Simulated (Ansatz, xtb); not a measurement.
Ligand exchange: SiH4 + BH(SH)2 → SiH3(SH) + BH2(SH)

Species: SiH4 `[SiH4]`, singlet; BH(SH)2, singlet; SiH3(SH) (sulfanylsilane), singlet; BH2(SH), singlet. The partners trade H for SH: Si–H and B–SH bonds give way to Si–SH and B–H.

Shapes, held fixed at every level: PBE0-D4/def2-TZVP. Flexible molecules stand in one conformer, not always the lowest. Programs: Ansatz 0.2.0, xtb 6.7.1. The zero-point and thermal change to 298 K, harmonic and unscaled (PBE0-D4/def2-TZVP), is +1.8 kJ/mol.

```tsv
level	kind	ΔH(298 K) (kJ/mol)	less CCSD(T)/CBS estimate
GFN2-xTB	semi-empirical	-8.7	-30.8
HF/def2-SVP	Hartree–Fock	+25.9	+3.8
r2SCAN-D4/def2-TZVPP	meta-GGA	+27.0	+4.9
PBE0-D4/def2-TZVPP	global hybrid	+25.9	+3.8
B2PLYP/def2-TZVPP	double hybrid	+24.0	+1.9
MP2/def2-SVP	perturbation theory	+42.0	+19.9
MP2/def2-TZVPP	perturbation theory	+25.8	+3.7
CCSD/def2-TZVPP	coupled cluster or CI	+22.8	+0.7
CCSD(T)/CBS estimate	coupled cluster or CI	+22.1	0.0
```

The highest level, CCSD(T)/CBS estimate, gives ΔH(298 K) = +22.1 kJ/mol; the levels span -8.7 to +42.0. They disagree on the sign: 8 of 9 are positive. The column of differences is taken from that level and isn't an error. No measured value is set beside it here. The CBS estimate extrapolates MP2 from def2-TZVPP and def2-QZVPP and adds CCSD(T) − MP2 in the triple-zeta set, cores frozen.

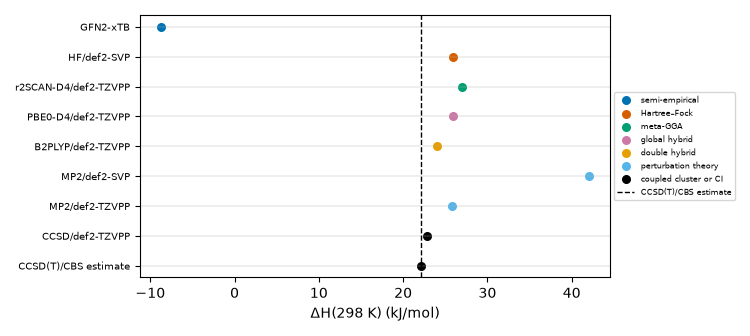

The values of the table, level by level.
